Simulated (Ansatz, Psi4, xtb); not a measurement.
**A ladder of methods for GaSiH4F (SMILES [F][GaH][SiH3])**

GaSiH4F has 7 atoms, charge 0, and is taken as a singlet. SMILES: `[F][GaH][SiH3]`. Geometry: relaxed at PBE0-D4/def2-TZVP.

```xyz
7

F     0.2316   -2.1521    1.3422
Ga    0.0191   -0.4000    1.2793
Si   -0.0297    0.4508   -0.9708
H    -0.0969    0.2354    2.7047
H    -1.1961   -0.1257   -1.6916
H    -0.1444    1.9334   -0.9830
H     1.2164    0.0581   -1.6808
```

Quantity: the electronic atomisation energy, in eV. The values are calculated. Electronic energies at fixed atoms, without zero-point motion or spin-orbit coupling.

```tsv
level	kind	program	value (eV)	less CCSD(T)/def2-SVP
GFN0-xTB	semi-empirical	xtb	28.27	+9.31
HF/def2-SVP	Hartree–Fock	Ansatz	15.01	-3.95
SVWN5/def2-SVP	LDA	Ansatz	22.50	+3.54
PBE/def2-SVP	GGA	Ansatz	19.86	+0.90
PBE0/def2-SVP	global hybrid	Ansatz	19.63	+0.67
wB97M-V/def2-SVP	range-separated hybrid	Psi4	20.19	+1.23
PBE-QIDH/def2-SVP	double hybrid	Ansatz	19.53	+0.57
RPA@PBE0/def2-SVP	RPA	Ansatz	18.58	-0.38
CCSD(T)/def2-SVP	coupled cluster or CI	Ansatz	18.96	0.00
```

CCSD(T)/def2-SVP is the highest level here, not the true value. All-electron rows without a relativistic Hamiltonian named are non-relativistic. Correlated wave functions underbind in double-zeta sets. The values span 15.01 to 28.27 eV. GFN0-xTB: no spin polarisation, so open shells miss the exchange term that lowers them. In the correlated wave-function rows the outer d shell of Ga is correlated, in sets not made for it.

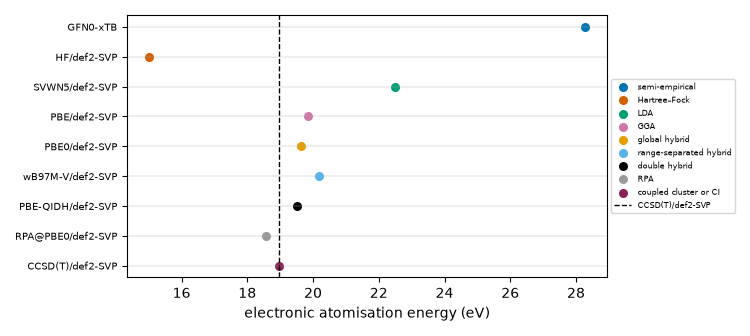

The values of the table, level by level.
